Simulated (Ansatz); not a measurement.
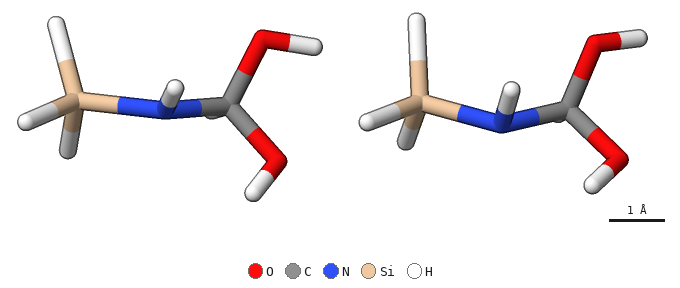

Two geometries of CH$_{7}$NO$_{2}$Si (coarse preliminary run), drawn at one scale. One is the start of a relaxation, the other its converged end. Style: stick. Shown at a tilt.

Method: RKS PBE-D4/def2-SVP (Ansatz 0.2.0). Settings: force threshold 0.03 eV/Å; at most 200 steps.

Which one is relaxed?

The left one is the relaxed one. The start comes from a force field. The largest move after the best rigid fit is that of an H atom, 0.44 Å. Largest moves by element: H 0.44 Å, N 0.28 Å, O 0.18 Å, Si 0.08 Å, C 0.07 Å. Near-neighbour distances that change, for instance: N–Si 1.643 → 1.761 Å, C–O 1.348 → 1.409 Å, H–O 0.928 → 0.977 Å, H–N 1.069 → 1.028 Å. Bond angles that change, for instance: Si–N–H 104.4° → 116.3°, C–N–H 98.5° → 109.7°, N–Si–H 109.8° → 115.5°. Groups turn about C–O by about 30°. The energy falls by 68.4 kJ/mol in 8 geometry steps. Largest force component: 4.3 eV/Å at the start, 0.021 eV/Å at the end. Cost: 14 s on 4 threads of Arm Neoverse V1, with other jobs on the host.
